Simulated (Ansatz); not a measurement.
## Electronic structure of FH5PSi2 (doublet) in real space

The calculation's input:

```
crystal:
  periodic: [false, false, false]
  atoms:
    - {symbol: F, position_ang: [-1.529599, 3.059127, -0.818691]}
    - {symbol: P, position_ang: [-1.822791, -0.106628, -1.130829]}
    - {symbol: Si, position_ang: [-0.749447, 1.705382, -0.364243]}
    - {symbol: Si, position_ang: [-0.460379, -1.467166, 0.058773]}
    - {symbol: H, position_ang: [0.628588, 1.756280, -0.934877]}
    - {symbol: H, position_ang: [-0.686878, 1.696866, 1.127559]}
    - {symbol: H, position_ang: [-1.207718, -1.929370, 1.268116]}
    - {symbol: H, position_ang: [0.794186, -0.783690, 0.511414]}
    - {symbol: H, position_ang: [-0.095438, -2.647550, -0.777411]}
basis:
  gaussian:
    orbitals: def2-TZVPD
magnetization:
  spin_polarized: true
  initial_magnetization: 1
hamiltonian:
  xc: pbe0
output: {forces: true, orbitals: {seedname: orbitals}}
```

Command:

```sh
ansatz run input.yaml --threads 2 --pin off --max-ram 4350MiB --events-out events.jsonl --progress --plain --runs-dir runs
```

Geometry: r2SCAN-D4/def2-SVP.

Computed with isolated molecule in a Gaussian basis; Kohn-Sham density functional theory, functional PBE0 (Ansatz).

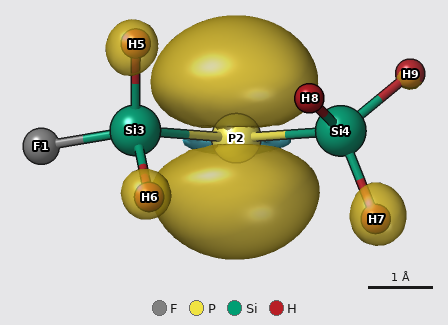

Figure 1. Isosurfaces of the spin density at +0.015 (yellow) and −0.015 e/Å³ (cyan), seen from one side.

Question: Where is the unpaired spin?

Answer: The unpaired spin (1 electron) lies mostly on P2 (about 0.8), in electrons by Hirshfeld's partition.

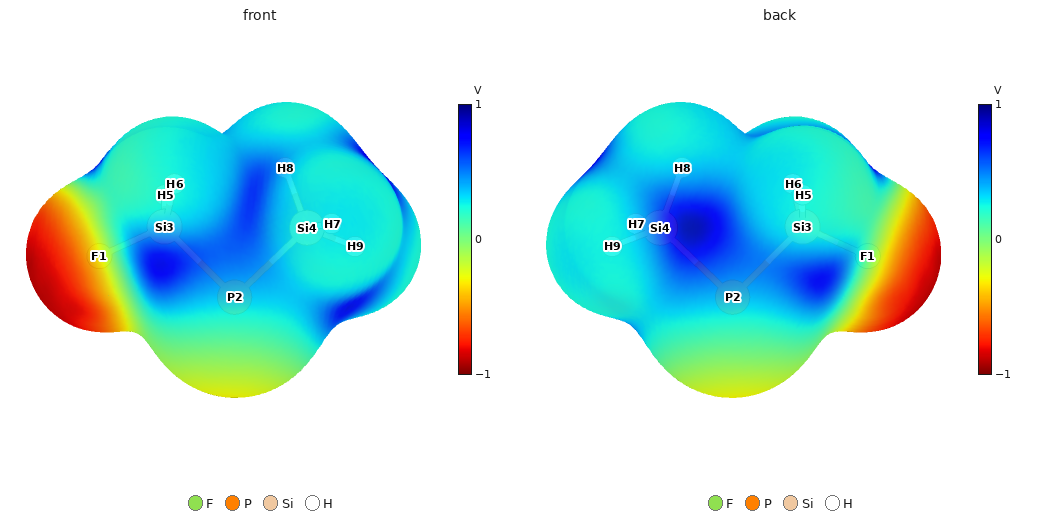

Figure 2. The molecular electrostatic potential painted on the density surface at 0.001 e/bohr³, seen from the front and from behind; red is negative and blue positive.

Question: Which sites attract a positive test charge, and which a negative one?

Answer: A positive charge is drawn to the negative regions and a negative charge to the positive ones. The most negative region (about −0.9 V) lies over F1, the most positive (about +0.9 V) over Si3 and Si4.

Question: How polar is the molecule by this calculation?

Answer: Its dipole moment is 1.84 D.

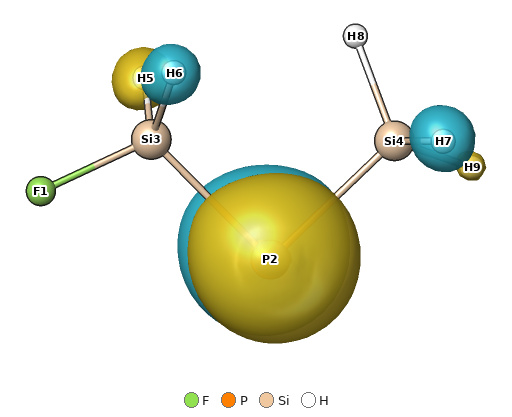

Figure 3. The HOMO (α) at ±0.15 Å⁻³ᐟ² (yellow and cyan are the two phases), seen across its widest extent.

Question: Where does this orbital lie, and at what energy?

Answer: It lies mainly on P2 (about 70 %); largely a lone pair of P2. Its energy is −7.44 eV.
